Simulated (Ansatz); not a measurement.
# Ab initio dynamics of molten Ge19.7S70.5Sb9.8 (122 atoms)

What local order and mobility does Ge19.7S70.5Sb9.8 (122 atoms) show in DFT dynamics?

Calculated with Ansatz 0.2.0; Kohn-Sham DFT, PBE+D3(BJ), PAW (set soft_2), plane waves.

### Step 1. Starting point

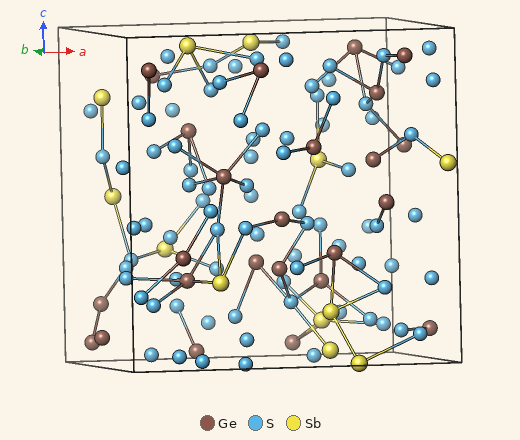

Start, viewed slightly off an axis; germanium brown, sulfur blue, antimony yellow. Bonds to atoms that aren't drawn are left out. Some periodic images of atoms are drawn too.

The cell holds 122 atoms: 24 Ge, 86 S and 12 Sb. Cell: a = 14.871 Å, b = 14.871 Å, c = 14.871 Å, α = 90.0°, β = 90.0°, γ = 90.0°. 122 atoms (24 Ge, 86 S, 12 Sb) packed at random in a cube at 3.01 g/cm³ and pushed apart as soft spheres; a start for melting by ab initio MD, not an equilibrated structure. The starting density is a measured one.

What the set-up can't give: Only the Γ point is sampled, in a cell whose shortest periodic width is 15 Å. Spin–orbit coupling is left out, which matters for the levels of the heavy elements.

### Step 2. Single point at the start

A single point comes first, to see the forces before anything moves.

input.yaml

```yaml
crystal:
  lattice:
    - [14.8711, 0.0, 0.0]
    - [0.0, 14.8711, 0.0]
    - [0.0, 0.0, 14.8711]
  atoms:
    - { symbol: Ge, position: [0.85092, 0.0205, 0.92189] }
    - { symbol: Ge, position: [0.6762, 0.91815, 0.041] }
    - { symbol: Ge, position: [0.99777, 0.44614, 0.08947] }
    - { symbol: Ge, position: [0.65713, 0.17996, 0.33258] }
    - { symbol: Ge, position: [0.0396, 0.79408, 0.06337] }
    - { symbol: Ge, position: [0.52329, 0.3505, 0.28362] }
    - { symbol: Ge, position: [0.07549, 0.04577, 0.89853] }
    - { symbol: Ge, position: [0.49222, 0.54015, 0.29812] }
    - { symbol: Ge, position: [0.59168, 0.1382, 0.65142] }
    - { symbol: Ge, position: [0.82561, 0.31796, 0.80196] }
    - { symbol: Ge, position: [0.95754, 0.57135, 0.63464] }
    - { symbol: Ge, position: [0.31763, 0.64981, 0.69155] }
    - { symbol: Ge, position: [0.51293, 0.24785, 0.43499] }
    - { symbol: Ge, position: [0.80089, 0.27374, 0.60423] }
    - { symbol: Ge, position: [0.8089, 0.54751, 0.93105] }
    - { symbol: Ge, position: [0.24482, 0.36519, 0.25507] }
    - { symbol: Ge, position: [0.70057, 0.59472, 0.23451] }
    - { symbol: Ge, position: [0.24959, 0.83516, 0.85353] }
    - { symbol: Ge, position: [0.33964, 0.71039, 0.03129] }
    - { symbol: Ge, position: [0.16884, 0.05139, 0.33359] }
    - { symbol: Ge, position: [0.40984, 0.00999, 0.89076] }
    - { symbol: Ge, position: [0.34133, 0.26171, 0.56652] }
    - { symbol: Ge, position: [0.80553, 0.11734, 0.48202] }
    - { symbol: Ge, position: [0.09285, 0.91009, 0.17326] }
    - { symbol: S, position: [0.76855, 0.48493, 0.56792] }
    - { symbol: S, position: [0.82335, 0.19692, 0.91712] }
    - { symbol: S, position: [0.34266, 0.99952, 0.74266] }
    - { symbol: S, position: [0.51219, 0.88014, 0.87238] }
    - { symbol: S, position: [0.96248, 0.2323, 0.24711] }
    - { symbol: S, position: [0.16901, 0.82005, 0.30511] }
    - { symbol: S, position: [0.12119, 0.66391, 0.28822] }
    - { symbol: S, position: [0.51253, 0.64349, 0.66142] }
    [... 84 atom lines left out ...]
    - { symbol: Sb, position: [0.64532, 0.19577, 0.15634] }
    - { symbol: Sb, position: [0.06822, 0.70908, 0.7971] }
    - { symbol: Sb, position: [0.1277, 0.86837, 0.49482] }
    - { symbol: Sb, position: [0.50534, 0.60929, 0.95277] }
    - { symbol: Sb, position: [0.98047, 0.04116, 0.59691] }
    - { symbol: Sb, position: [0.70695, 0.09359, 0.00363] }
kpoints:
  mp_grid: { grid: [1, 1, 1] }
hamiltonian:
  xc: pbe
  dispersion: d3bj
scf:
  occupations: { method: fermi_dirac, width: 0.138 }
output:
  forces: true
```

The run is started by

```
ansatz run input.yaml --threads 32 --pin off --max-ram 143360MiB --backend cuda --events-out ev --progress --plain --runs-dir out
```

Numbers of over 12 decimals in the logs are rounded to 6 here.

The log of the run:

```text
band count auto-derived: 651 (N_el = 1032.0; filled up to band 516; 638 by the electrons, moments and atoms)
Engine: ansatz 0.2.0, aarch64-unknown-linux-gnu
Pseudopotentials: kind: paw
Pseudopotential: Ge, paw, valence charge 14, recommended cutoff 420 eV (normal), Ge.paw.azcp
Pseudopotential: S, paw, valence charge 6, recommended cutoff 420 eV (normal), S.paw.azcp
Pseudopotential: Sb, paw, valence charge 15, recommended cutoff 420 eV (normal), Sb.paw.azcp
[... 5 lines on functional and potentials left out ...]
device memory: the entry about to start is reckoned to put 7.5 GiB on a device that reports 182.5 GiB free
GPU FFT provider: cuFFT
GPU libraries: cuBLAS 13.8.1, cuFFT 12.4.0, cuSOLVER 12.3.2
GPU matrix products: emulated (plane waves: as basis.precision tells), large ones in fixed point in workspaces of 1.00 GiB
Crystal: 122 atoms, lattice volume = 3288.738 Å³
Basis set: ecut = 420 eV, 64229 PW (Γ), exchange–correlation on 200×200×200 points (8 copies of the dense FFT grid, shifted against one another)
Bands: 651, of which v1, the nominal top of the filled ones, is band 516 counted from 1 (515 counted from 0)
Symmetry: 1 space group operations
Space group: P1 (ITA 1), of the structure as read, at distance tolerance 1.5e-4 Å
k-points: 1
[... 7 lines on functional and potentials left out ...]
Initial density: superposition of atomic densities (neutral atoms: chi_scale 0, normalization atom), corrected by the library's trained network
Initial wavefunctions: pseudopotential atomic-orbital guess
GPU buffer pool allocated for 1000000 grid points (all kernels)
GPU transforms: local potential and band sums: pruned to the plane-wave sphere, on 100×100×100
Functional: x = pbe(κ = 0.804, μ = 0.219515), c = pbe(β = 0.066725)
SCF iter   1: F=—  HF=-258417.379416 eV  |F-HF|=—  |Δ(HF+E_count)|=         —  Δρ=4.61e-3  dr2=2.57e0  ethr=1.77e-3  ⟨swp⟩=6.0  Hψ=2538  notcnv=0
preconditioner: auto → LDOS  [metal: Δε(μ)=0.035 eV  Ē_g=7.392 eV  σ=0.138 eV  W_gap=0.06  n_scr=618 (ndim 8)  ℏωp=16.8 eV  f_vac=0.050  D(μ)=93.61/eV (n_scr^D=618)  β→1.0]
SCF iter   2: F=—  HF=-258417.228679 eV  |F-HF|=—  |Δ(HF+E_count)|=   1.51e-1  Δρ=1.84e-3  dr2=1.45e-1  ethr=2.49e-4  ⟨swp⟩=1.0  Hψ=749  notcnv=0
SCF iter   3: F=—  HF=-258417.209547 eV  |F-HF|=—  |Δ(HF+E_count)|=   1.91e-2  Δρ=6.99e-4  dr2=3.69e-2  ethr=1.41e-5  ⟨swp⟩=2.0  Hψ=1176  notcnv=0
SCF iter   4: F=—  HF=-258417.203138 eV  |F-HF|=—  |Δ(HF+E_count)|=   6.41e-3  Δρ=1.79e-4  dr2=2.42e-3  ethr=3.57e-6  ⟨swp⟩=2.0  Hψ=1167  notcnv=0
SCF iter   5: F=—  HF=-258417.201650 eV  |F-HF|=—  |Δ(HF+E_count)|=   1.49e-3  Δρ=5.76e-5  dr2=2.82e-4  ethr=2.34e-7  ⟨swp⟩=2.0  Hψ=1141  notcnv=0
SCF iter   6: F=—  HF=-258417.203769 eV  |F-HF|=—  |Δ(HF+E_count)|=   2.12e-3  Δρ=1.93e-5  dr2=3.22e-5  ethr=2.74e-8  ⟨swp⟩=2.0  Hψ=1154  notcnv=0
SCF iter   7: F=—  HF=-258417.203769 eV  |F-HF|=—  |Δ(HF+E_count)|=   2.75e-7  Δρ=5.98e-6  dr2=3.03e-6  ethr=3.12e-9  ⟨swp⟩=2.0  Hψ=1145  notcnv=0
SCF iter   8: F=-258417.203769 eV  HF=-258417.203769 eV  |F-HF|=1.74e-7  |Δ(HF+E_count)|=   1.05e-7  Δρ=2.15e-6  dr2=3.66e-7  ethr=9.69e-11  ⟨swp⟩=4.0  Hψ=1957  notcnv=0
WARN: dispersion: an atom stands within reach of a switch of its C6 between two reference coordination numbers of its element: through that C6 alone, e_disp changes by 0.025 eV or more while the distances to its neighbours run over a stretch of 0.05 Å that contains this geometry (sites counted from 0 in the run's list of atoms or, [...]
SCF 1 converged in 8 iterations: F = -258417.203769 eV  dr2 = 3.66e-7
  greatest PAW one-centre occupation: 0.998 electrons in one spin orbital (limit 2), on the Ge atom at site 9 (counted from 0), in its partial waves of l = 2
SCF converged after 8 iterations
Free energy (F): -258417.203769 eV
Harris-Foulkes:  -258417.203769 eV  (|F-HF|=1.74e-7)
Internal energy: -258411.284620 eV  (E = F + TS)
E sigma→0 (E₀):  -258414.244195 eV
Entropy (-TS):   -5.919148 eV (-48.518 meV/atom)
Fermi energy:    4.383931 eV
--- Per-component energies (eV) ---
  E_band       = -8727.844107
  E_kinetic    = 13867.185725
  E_local      = -112923.906225  (includes V_loc(G=0)·N_el)
  E_nonlocal   = 16767.420473
  E_hartree    = 48547.397616
  E_xc         = -11602.586222
  E_vxc        = -9918.054820  (∫ρ·V_xc dr)
  E_paw        = -154856.490929  (= ΣΔE_a)
  E_vpaw       = -13615.296277  (= ΣTr[D̂ρ^β])
  E_aug_tail   = 0.007477  (compensation charges beyond the density's cutoff)
  E_ewald      = -58178.324698
  E_disp       = -31.987837  (pairwise vdW)
  E_smearing   = -5.919148  (= −TS)
  E_closure    = 0.000000  (closes the sum)
  Σ components = -258417.203769   (vs F -258417.203769, Δ=0.00e0)
--- Forces (eV/Å), atoms counted from 1 ---
[... 122 lines of forces left out ...]
  max |Σ_I F_I| component: 1.98e-4 eV/Å
```

Run time: 2.7 s. Hardware: 1 × NVIDIA GB200 with 32 threads of Arm Neoverse V2, shared host; peak memory 1.7 GiB.

That memory is the host's; the program planned up to 7.5 GiB on the GPU. Forces of this run were stored rounded, and per-atom blocks of the log weren't kept.

The program notes that the dispersion model switches parameters near this geometry.

The run gave:

```
free energy            : -258417.2038 eV
free energy per atom   : -2118.1738 eV/atom
SCF cycles             : 8
r.m.s. force component : 0.7148 eV/Å
longest force          : 2.78 eV/Å
Fermi energy           : 4.384 eV
```

The r.m.s. force component of 0.71 eV/Å sets the starting point.

Length of the force by element:

```csv
element,coordination,atoms,mean length of the force (eV/Å),spread,least,most
Ge,all,24,0.867,0.547,0.117,2.78
S,all,86,1.17,0.529,0.169,2.77
Sb,all,12,1.18,0.567,0.586,2.36
```

### Step 3. Melting at 1600 K

The random start is held at a high temperature, to make it forget its packing.

input.yaml: that of step 2 with these lines changed.

```diff
@@ -16 +16,8 @@
   forces: true
+md:
+  timestep: 3
+  n_steps: 340
+  ensemble: nvt_langevin
+  temperature: 1600
+  initial_velocities: maxwell_boltzmann
+  seed: 7535
```

The log of the run:

```text
Warning: md: disabling space-group detection — thermal motion breaks the input geometry's symmetry, so no spatial operation reduces the k-mesh or symmetrises the density; time reversal is kept, so that k and −k are solved as one point where they differ and the mesh holds both, and exact exchange and, on two spinor components, a DFT+U term hold to it where the run has them: [...]
[...]
Crystal: 122 atoms, lattice volume = 3288.738 Å³
Basis set: ecut = 420 eV, 64229 PW (Γ), exchange–correlation on 200×200×200 points (8 copies of the dense FFT grid, shifted against one another)
Bands: 651, of which v1, the nominal top of the filled ones, is band 516 counted from 1 (515 counted from 0)
Symmetry: 1 space group operations
k-points: 1
[...]
SCF iter   1: F=—  HF=-258417.379415 eV  |F-HF|=—  |Δ(HF+E_count)|=         —  Δρ=4.61e-3  dr2=2.57e0  ethr=1.77e-3  ⟨swp⟩=6.0  Hψ=2538  notcnv=0
[...]
SCF iter   2: F=—  HF=-258417.228680 eV  |F-HF|=—  |Δ(HF+E_count)|=   1.51e-1  Δρ=1.84e-3  dr2=1.45e-1  ethr=2.49e-4  ⟨swp⟩=1.0  Hψ=749  notcnv=0
[...]
SCF iter   9: F=-258417.203769 eV  HF=-258417.203769 eV  |F-HF|=1.36e-8  |Δ(HF+E_count)|=   3.73e-8  Δρ=7.08e-7  dr2=3.89e-8  ethr=9.69e-12  ⟨swp⟩=4.0  Hψ=2009  notcnv=0
[...]
SCF 1 converged in 9 iterations: F = -258417.203769 eV  dr2 = 3.89e-8
[...]
md step    16: t =    48.00 fs  T =  2776.4 K  F+E_penalty+E_count = -258445.11574074 eV  E_kin = 43.783513 eV  (8 SCF iters, 3 dispersion substeps)
[... from here on, the SCF cycles and remarks between the steps are left out ...]
md step    44: t =   132.00 fs  T =  2284.6 K  F+E_penalty+E_count = -258456.99606203 eV  E_kin = 36.026771 eV  (8 SCF iters, 3 dispersion substeps)
md step    72: t =   216.00 fs  T =  1875.7 K  F+E_penalty+E_count = -258462.04957247 eV  E_kin = 29.579348 eV  (8 SCF iters)
md step   100: t =   300.00 fs  T =  1704.8 K  F+E_penalty+E_count = -258464.56728406 eV  E_kin = 26.883584 eV  (9 SCF iters, 3 dispersion substeps)
md step   128: t =   384.00 fs  T =  1787.4 K  F+E_penalty+E_count = -258468.92579632 eV  E_kin = 28.187544 eV  (8 SCF iters, 3 dispersion substeps)
md step   156: t =   468.00 fs  T =  1614.0 K  F+E_penalty+E_count = -258466.06208565 eV  E_kin = 25.451782 eV  (7 SCF iters)
md step   184: t =   552.00 fs  T =  1651.2 K  F+E_penalty+E_count = -258470.77942139 eV  E_kin = 26.038289 eV  (9 SCF iters)
md step   212: t =   636.00 fs  T =  1643.1 K  F+E_penalty+E_count = -258469.06815851 eV  E_kin = 25.911276 eV  (8 SCF iters)
md step   240: t =   720.00 fs  T =  1647.2 K  F+E_penalty+E_count = -258470.57827224 eV  E_kin = 25.976488 eV  (11 SCF iters)
md step   268: t =   804.00 fs  T =  1657.4 K  F+E_penalty+E_count = -258469.76586877 eV  E_kin = 26.136270 eV  (8 SCF iters)
md step   296: t =   888.00 fs  T =  1619.2 K  F+E_penalty+E_count = -258470.01252680 eV  E_kin = 25.534321 eV  (9 SCF iters)
md step   324: t =   972.00 fs  T =  1722.5 K  F+E_penalty+E_count = -258470.55649746 eV  E_kin = 27.164062 eV  (8 SCF iters)
md step   339: t =  1017.00 fs  T =  1740.1 K  F+E_penalty+E_count = -258471.78909592 eV  E_kin = 27.441478 eV  (8 SCF iters)
md step   340: t =  1020.00 fs  T =  1718.3 K  F+E_penalty+E_count = -258472.12239037 eV  E_kin = 27.096612 eV  (10 SCF iters)
SCF converged after 10 iterations
Free energy (F): -258472.122390 eV
[...]
Internal energy: -258469.110926 eV  (E = F + TS)
E sigma→0 (E₀):  -258470.616658 eV
Entropy (-TS):   -3.011464 eV (-24.684 meV/atom)
Fermi energy:    4.655821 eV
[...]
--- Forces (eV/Å), atoms counted from 1 ---
[... 122 lines of forces left out ...]
  max |Σ_I F_I| component: 1.27e-5 eV/Å
--- MD trajectory: 340 steps, t = 0.0 → 1020.0 fs ---
  final state: T = 1718.3 K   F+E_penalty+E_count = -258472.12239037 eV   E_kin = 27.096612 eV
```

The job ended after 4.1 min (1 × NVIDIA GB200 with 32 threads; peak memory 1.9 GiB).

That memory is the host's.

The program notes that it switched symmetry off.

The trajectory, sampled:

```csv
time (fs),T (K),potential (meV/atom)
0.0,1587,0.0
72.0,2526,-281.2
132.0,2285,-326.2
204.0,2040,-356.3
276.0,1665,-386.3
336.0,1671,-398.6
408.0,1589,-413.4
480.0,1597,-398.2
540.0,1700,-426.8
612.0,1593,-418.1
684.0,1656,-427.3
744.0,1658,-434.3
816.0,1575,-437.5
888.0,1619,-432.9
948.0,1625,-436.5
1020.0,1718,-450.2
```

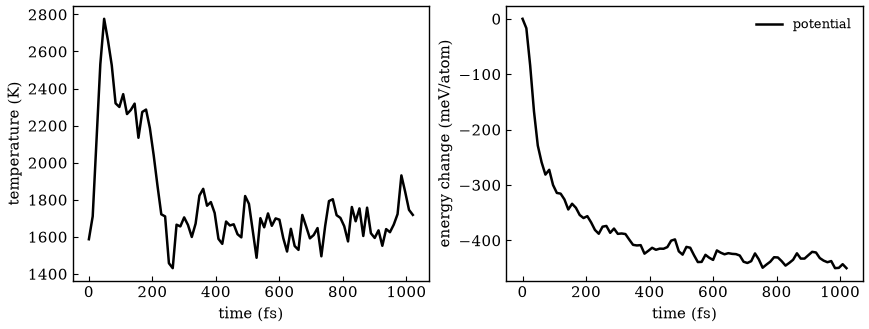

Temperature and energies against time.

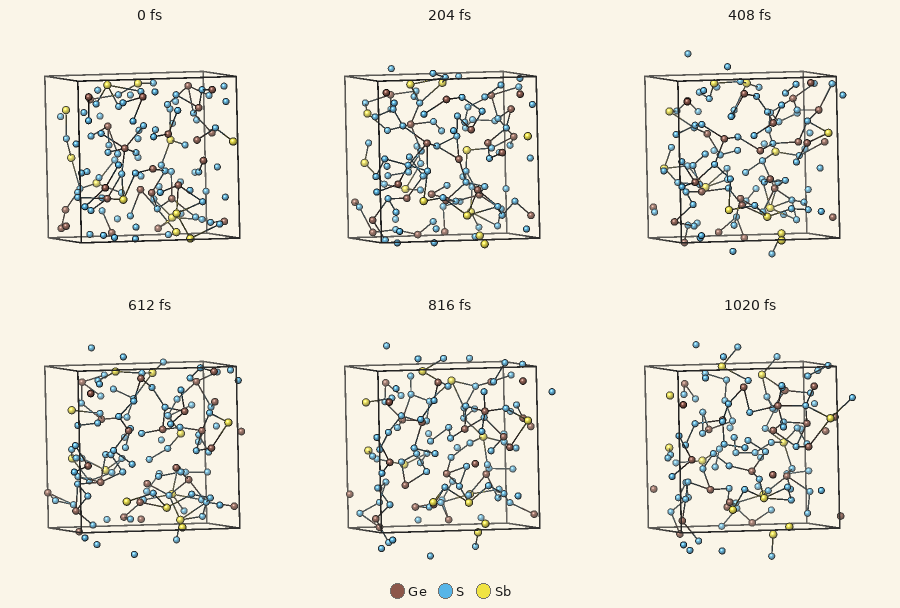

6 frames of the run. Bonds to atoms that aren't drawn are left out.

Mean square displacement from the first frame to the last: Ge 4.6 Å², S 6.4 Å², Sb 3.2 Å².

Mean square displacement against time lag:

```csv
time lag (fs),Ge (Å²),S (Å²),Sb (Å²)
3,5.5e-4,0.00124,3.2e-4
66,0.194,0.361,0.115
108,0.408,0.684,0.248
171,0.756,1.13,0.469
234,1.09,1.52,0.689
276,1.29,1.76,0.833
339,1.56,2.09,1.04
402,1.81,2.40,1.25
444,1.97,2.61,1.37
510,2.25,2.93,1.56
```

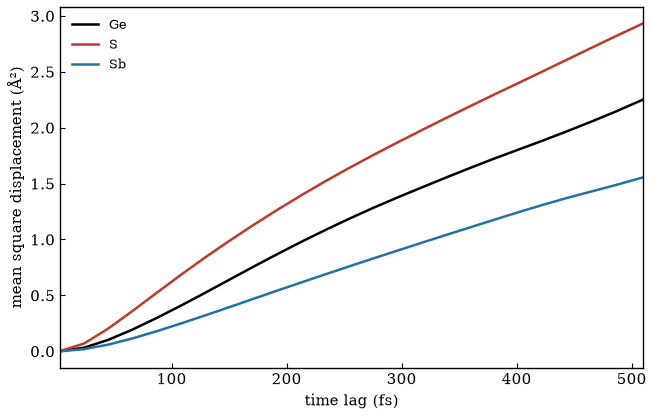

Mean square displacement against time lag.

The vibrational density of states has structure finer than the step of the table below, so its rows give means over 100 cm⁻¹, whole bins alone (the curve runs from 0 to 1487 cm⁻¹). Peaks (cm⁻¹: height): Ge 61.1: 1.07; S 81.5: 2.41.

From 273 steps of 3.0 fs, resolution about 41 cm-1. The vibrational density of states by wavenumber; means over each step; values in 1e-3 per cm⁻¹:

```csv
wavenumber (cm⁻¹),Ge,S,Sb
100,0.799,2.25,0.389
200,0.345,1.47,0.177
300,0.165,0.802,0.0678
400,0.0733,0.514,0.0274
500,0.0316,0.307,0.0145
600,0.0216,0.155,0.0109
700,0.0129,0.0808,0.00640
800,0.0120,0.0534,0.00433
900,0.00949,0.0383,0.00373
1000,0.00728,0.0269,0.00375
1100,0.00645,0.0229,0.00373
1200,0.00502,0.0190,0.00258
1300,0.00412,0.0157,0.00237
1400,0.00365,0.0130,0.00174
```

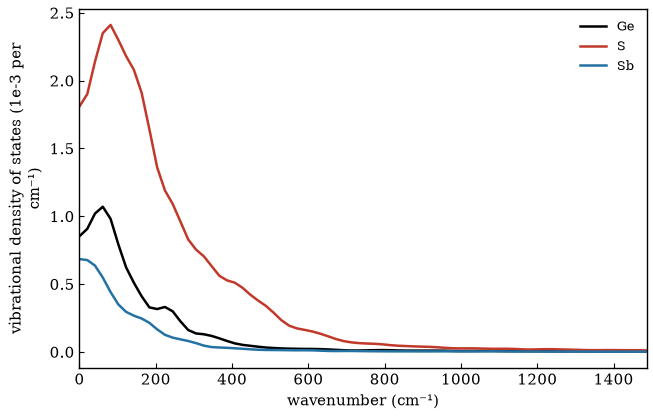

Vibrational density of states against wavenumber.

Over the second half of 1020 fs the temperature averages 1658 K with swings of 90 K r.m.s. From first frame to last S has the largest mean square displacement, 6.4 Å² at the end; the farthest move is 4.63 Å. By the end of the lags followed (0.51 ps), the least mobile element has a mean square displacement of 1.6 Å², too little over such short lags to show that the memory of the start is lost. The vibrational density of states (Ge) has its highest peak at 61.1 cm⁻¹. The Langevin noise broadens this spectrum and gives it a smooth tail at high frequency. The run spans 1.02 ps, too short for its means to be equilibrium values.

(Continued in part 2 of 2.)

[Logs are printed without paths, hosts, clocks, repeated set-up lines and the standing remarks that a program may print on its own settings, such as how far it seeks lower states.]

[Hosts, paths, dates, database ids (printed as entryN), source tags and the programs' standing remarks are cut or masked in the printed files.]
